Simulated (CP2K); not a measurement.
Consider formamide monohydrate at its PBE geometry (Å).

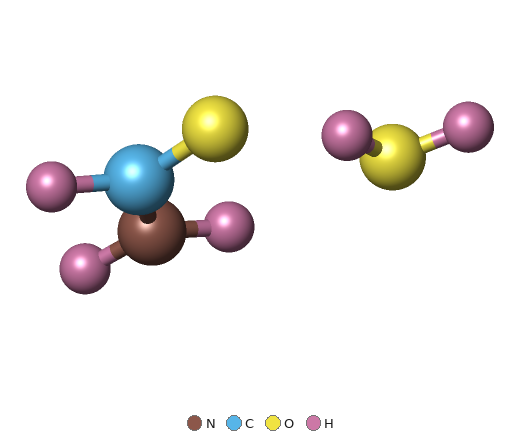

The molecule (nitrogen brown, carbon blue, oxygen yellow, hydrogen pink).

```xyz
9

N     0.1738    0.4394   -1.1087
C    -1.0036   -0.1450   -0.7901
O    -1.2683   -0.6386    0.3129
O     1.1274   -0.1048    1.6397
H     0.3127    0.8573   -2.0205
H     0.9020    0.5199   -0.3960
H    -1.7386   -0.1526   -1.6208
H     0.2106   -0.4130    1.4219
H     1.2841   -0.3626    2.5615
```

Method: CP2K XAS_TDP, all-electron GAPW, PBEh(45%), aug-cc-pVDZ, TDA, GW2X-corrected core level, no relativity.

Question: Where do the N K-edge lines lie, and how strong are they?

Leading lines: N1 403.15 eV. The leading line of an atom is its first one with 35 % of the strongest within 2.5 eV of its lowest line over the strength cut. Core ionisation energies at this level: N1 407.02 eV.

The first six lines of each atom with a strength over 0.0015:

```
                                    atom  energy (eV)  states  strength, one atom  above the computed threshold
N1 (bonded to C and 2 H, gives 1 H bond)       403.15       1              0.0223                              
                                               404.06       1              0.0134                              
                                               405.37       1              0.0120                              
                                               406.08       1              0.0033                              
                                               406.60       1              0.0047                              
                                               406.69       1              0.0046
```

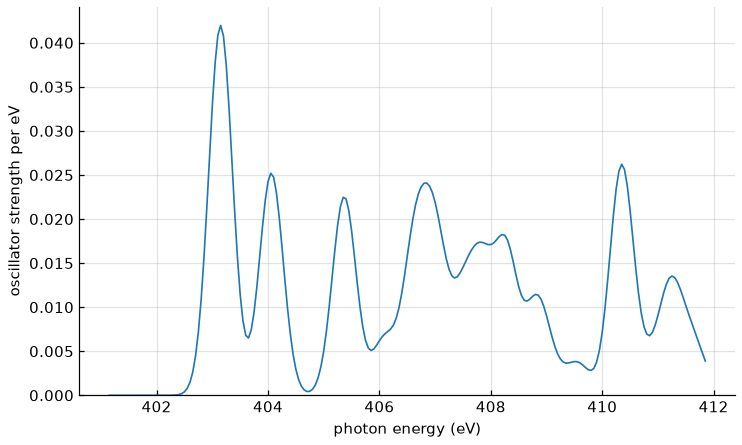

All atoms added, broadened by 0.5 eV.

Lines are vertical, at one geometry, with no vibrational structure. GW2X ionisation energies and lines can be off by 1 to 2 eV either way, and a good line position may hide errors that cancel. These values hold no scalar relativity, about 0.2 eV for N 1s. Rydberg lines, and the discretised continuum above threshold, depend on the basis and the box. This is one low-energy arrangement of the cluster, relaxed without a dispersion correction; others exist.

[Banner, clock and machine lines of the logs are left out without a mark of their own.]

[Logs are printed without paths, hosts, clocks, repeated set-up lines and the standing remarks that a program may print on its own settings, such as how far it seeks lower states.]

[Hosts, paths, dates, database ids (printed as entryN), source tags and the programs' standing remarks are cut or masked in the printed files.]
